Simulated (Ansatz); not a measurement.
Al3Pt2, pressure series

The parent structure is Al₃Pt₂ (space group P-3m1, No. 164; a cell from a computed database, its experimental status unchecked).

Space group P-3m1 (No. 164); a = b = 4.204 Å, c = 5.184 Å, α = β = 90.00°, γ = 120.00°

| atom | site | symmetry | x | y | z |
|---|---|---|---|---|---|
| Al | 1a | -3m. | 0.0000 | 0.0000 | 0.0000 |
| Al | 2d | 3m. | 0.6667 | 0.3333 | 0.3534 |
| Pt | 2d | 3m. | 0.3333 | 0.6667 | 0.1647 |

Cell and atoms are relaxed at each pressure.

Computed with DFT with PBEsol, PAW potentials and a 420 eV plane-wave cutoff in Ansatz (a first-principles code), no spin-orbit coupling.

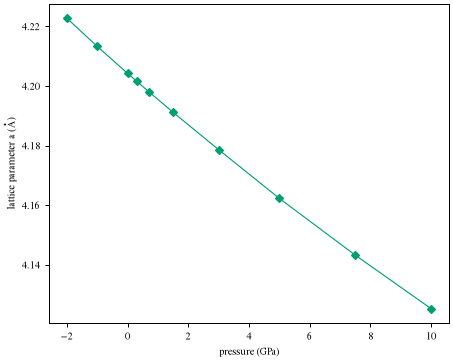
Figure. Lattice parameter a against pressure

Task: From the plot, what is the lattice parameter a for pressure 1.5 GPa?

Result: About 4.191 Å.

Task: Is the trend monotonic over the range shown?

Result: Yes, it falls throughout, spanning 4.125 Å to 4.223 Å.

Load acts through the strain it causes; cell and atoms are relaxed under it. Whether these cells are dynamically stable was not tested. Competing high-pressure phases were not computed. The final runs are not spin-polarised.
